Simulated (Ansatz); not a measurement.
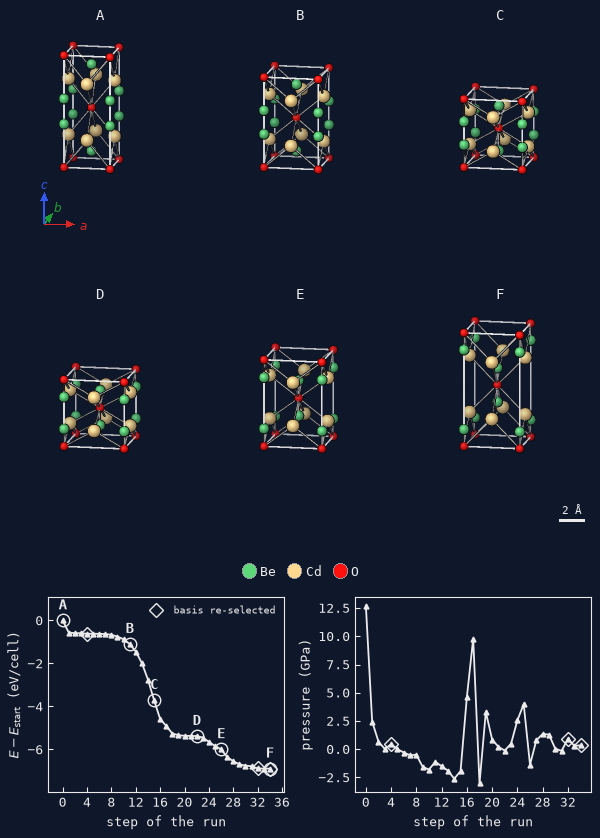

Frames of a relaxation of crystalline Be₂Cd₂O (a generated structure, set up in I4/mmm) (coarse preliminary run), marked on the history of the run. A ball-and-stick model of the conventional cell (2 times the calculation's cell), seen slightly off an axis. Lengths and directions refer to the drawn axes.

Level of theory: DFT PBE, scalar-relativistic, plane waves, PAW (Ansatz). Settings: plane-wave cutoff 420 eV; k-point mesh 6 × 6 × 6; occupations gaussian; smearing width 0.1 eV; collinear spin; cell and atoms relaxed; force threshold 0.04 eV/Å; at most 70 steps.

> What happens along the run?

The largest moves relative to the cell, 2.30 Å, are those of Be atoms. Cd and O stay in place. The drawn cell changes as follows: a = b 3.899 → 4.722 Å (+21.1 %), c 9.534 → 9.659 Å (+1.3 %); the volume changes by +48.6 %. Some distances before and after: Be–O 3.693 → 1.444 Å, Cd–Cd 2.757 → 3.339 Å, Cd–O 3.079 → 3.377 Å, Be–Cd 2.348 → 2.553 Å. New bonds form: Be–O (3.69 → 1.44 Å). The space group stays I4/mmm (No. 139). Over 31 accepted moves (34 points after the start) the energy falls by 6.890 eV per cell of the calculation. Largest force component: 1.9 eV/Å at the start, 0.025 eV/Å at the end. Pressure: 12.71 GPa at the start and 0.33 GPa at the end. At 3 points the geometry stayed and the basis and grid were re-selected for the new cell (energy shift of 0.102 eV per cell of the calculation at most each time). The program noted that the starting moments weren't kept. From step 0 to 11: Be atoms move most (0.14 Å), volume +11.9 %, energy −1.095 eV per cell of the calculation. From step 11 to 15: Be atoms move most (0.23 Å), volume −12.6 %, energy −2.609 eV per cell of the calculation. From step 15 to 22: Be atoms move most (0.39 Å), volume +4.3 %, energy −1.670 eV per cell of the calculation. From step 22 to 26: Be atoms move most (0.42 Å), volume +20.2 %, energy −0.616 eV per cell of the calculation. From step 26 to 34: Be atoms move most (0.53 Å), volume +21.2 %, energy −0.900 eV per cell of the calculation.
